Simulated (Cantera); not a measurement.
Input: 1 mol trisilylamine, 1 mol NH₃, 35 mol H₂, equilibrated at 0.00320 bar.

Method: chemical equilibrium by Gibbs-energy minimisation in Cantera with the NASA 1993 tables (ideal gas, pure condensed phases). Candidate condensed phases: Si, Si₃N₄; 18 gas species. The feed counts by its element totals alone. Mutual solubility and eutectic melting of coexisting phases are not modelled. The tables' values for SiN are old estimates; treat these amounts as uncertain. Gases not in the tables: Si₂H₆ and higher silanes. Equilibrium is a limit: real reactors are often held back by kinetics, nucleation or transport.

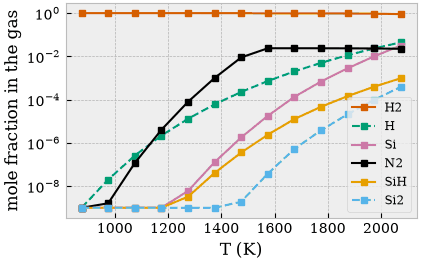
*Equilibrium gas composition (values under 1e-9 drawn at 1e-9)*

From 875 K to 1475 K the condensed part is Si(s) + Si₃N₄(s). From 1575 K to 1675 K the condensed part is Si(s). From 1775 K to 2075 K the condensed part is Si(l).
